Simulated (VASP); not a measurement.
Energy against volume of CsSnI₃ (cubic perovskite). These are PBE GGA with D3 dispersion (Becke-Johnson damping), VASP's PBE PAW potentials (set 64) (plane waves; VASP 6.6.1) values and carry that method's errors.

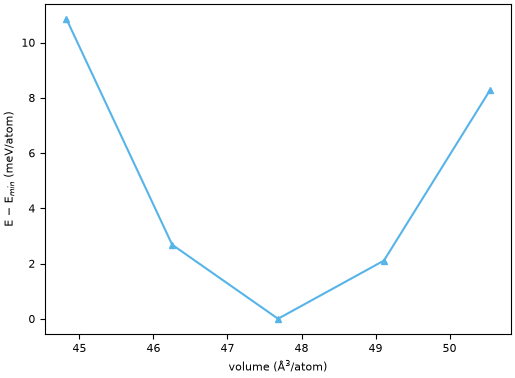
Figure: Energy against volume

Question: Estimate the equilibrium volume and the bulk modulus.

Answer: The minimum lies near 47.7 Å³/atom, and the curvature gives B0 of about 18 GPa.

The compound is CsSnI3 in the cubic perovskite structure, the ideal cubic form; the compound distorts at low or room temperature. It was relaxed first.
